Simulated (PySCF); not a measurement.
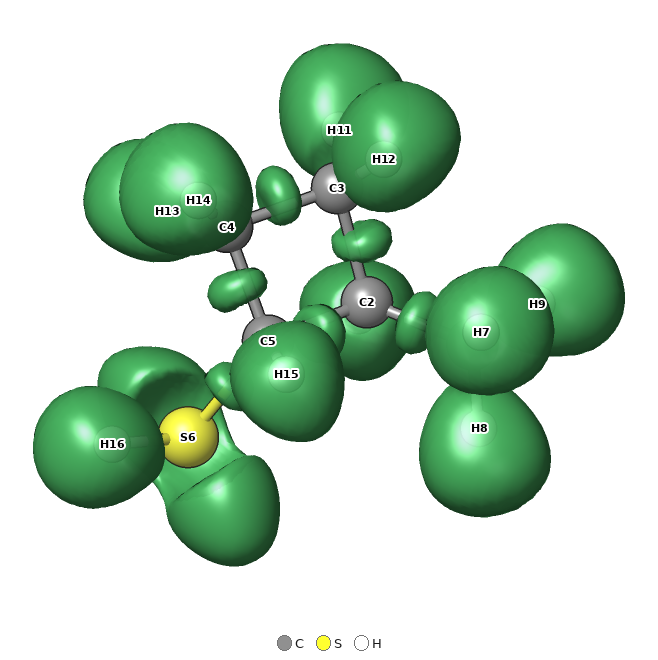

Figure 1: C5H10S. Isosurface of the electron localisation function at 0.85 (green), seen across its widest extent. Core shells and regions of very low density are left out.

Geometry: GFN2-xTB.

Computed with PySCF 2.14.0, PBE0/def2-SVPD, SCF density, gas phase.

```xyz
16

C    -1.6386   -1.0689    0.1393
C    -0.1869   -0.7057   -0.0998
C     0.6862   -0.3938    1.1315
C     1.2168    0.8608    0.4213
C     0.0955    0.7142   -0.6150
S     0.5642    0.8141   -2.3784
H    -2.1191   -0.3258    0.7729
H    -2.1751   -1.1182   -0.8059
H    -1.7100   -2.0382    0.6278
H     0.2829   -1.4508   -0.7447
H     1.4263   -1.1444    1.3972
H     0.0873   -0.1561    2.0082
H     2.2022    0.7104   -0.0148
H     1.2165    1.7861    0.9945
H    -0.7384    1.3979   -0.4577
H     0.7826    2.1273   -2.3878
```

**Where are the electrons localised?**

The surface consists of five regions between bonded C–C atoms (shared pairs), one region between bonded C–S atoms (shared pairs), ten regions around hydrogen nuclei and one region wrapped around S (its lone pairs, merged into a ring or cap). Along the contacts the grid gives the following. C–C (1.52 Å): the ELF peaks at about 0.95 between the atoms: a shared electron pair. C–S (1.83 Å): the ELF peaks at about 0.90 between the atoms (a shared electron pair).
